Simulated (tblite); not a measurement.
# Ge25H34: the cost of one run

Programs: tblite 0.8.0 and PySCF 2.14.0, with routines of our own; each step states its level. All values are computed. Atoms count from 0.

## Step 1: The starting structure

59 atoms, charge 0, multiplicity 1; geometry from: force field, distance geometry or constructed start.

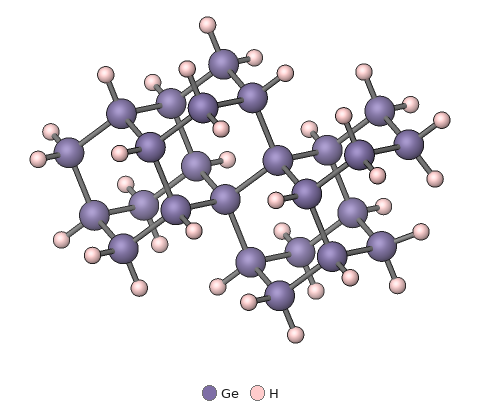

The starting geometry (germanium purple, hydrogen pink).

## Step 2: Relaxing the molecule with GFN2-xTB

Job settings and geometry (Å):

```
{"job": {"kind": "relax", "xc": "GFN2-xTB", "basis": "xTB"}, "charge": 0, "multiplicity": 1}
Ge    -3.385900    -0.697100    -2.135300
Ge    -3.394000    -0.692700     3.517400
Ge    -3.385600    -3.526600     0.696300
Ge    -0.562500    -0.690900     0.689100
Ge    -1.977300    -2.111000    -0.715800
Ge    -4.808600    -2.110300     2.107200
Ge    -6.219700    -0.693600     0.692000
Ge    -0.558400     2.136400    -2.132200
Ge    -1.973600     0.717100    -3.548600
Ge    -3.393600     2.132900     0.696900
Ge    -1.978400     3.547000    -0.721300
Ge    -1.978800     0.717200     2.109800
Ge    -4.808700     0.719900    -0.714200
Ge     2.269400    -0.695900    -2.136400
Ge     2.265000    -0.690200     3.524500
Ge     2.265300    -3.523700     0.701600
Ge     5.096600    -0.693400     0.696200
Ge     3.680600    -2.113200    -0.720200
Ge     0.852100    -2.108000     2.112300
Ge     5.099000     2.134600    -2.131000
Ge     3.679400     0.723000    -3.546700
Ge     2.266300     2.135200     0.695100
Ge     3.685100     3.552800    -0.712600
Ge     3.677500     0.714900     2.108300
Ge     0.853200     0.721800    -0.718300
H     -4.280300    -1.579500    -3.014600
H     -2.506800    -1.576300     4.406900
H     -4.274800     0.188700     4.408800
H     -2.506900    -4.407200     1.576600
H     -4.273100    -4.407200    -0.184700
H     -1.089400    -2.992500    -1.603700
H     -5.690600    -2.991800     2.993300
H     -7.104200    -1.578500    -0.190000
H     -7.101100     0.186800     1.582300
H      0.322700     3.018900    -3.020400
H     -1.092500    -0.161900    -4.434500
H     -2.860500     1.602700    -4.435700
H     -4.273300     3.019600     1.576000
H     -2.858600     4.427700    -1.602700
H     -1.097800     4.435000     0.165300
H     -1.093100     1.600300     2.996900
H     -5.682800     1.597000    -1.598900
H      1.388700    -1.577600    -3.020700
H      3.153100    -1.579100     4.405800
H      1.380100     0.189800     4.410000
H      3.148600    -4.406000     1.575200
H      1.386200    -4.407500    -0.188700
H      5.979200    -1.576000     1.580900
H      6.287900    -0.014900     0.015500
H      4.566900    -2.992400    -1.600600
H     -0.031600    -3.000400     2.996200
H      5.986100     3.018400    -3.017400
H      6.285900     1.453400    -1.453700
H      4.561600    -0.165700    -4.434600
H      2.799000     1.601700    -4.430100
H      1.383300     3.020100     1.579200
H      2.804900     4.425900    -1.604500
H      4.567700     4.439200     0.163400
H      4.565100     1.601900     2.997100
```

On the command line:

```console
> OMP_NUM_THREADS=4 python large_run.py task.json out
```

This one command runs all jobs of the session in turn.

Q: Estimate the wall time and peak memory of this first job on 4 threads of AMD EPYC 7R43, shared host.

About 80 s, with a peak of 0.16 GiB.
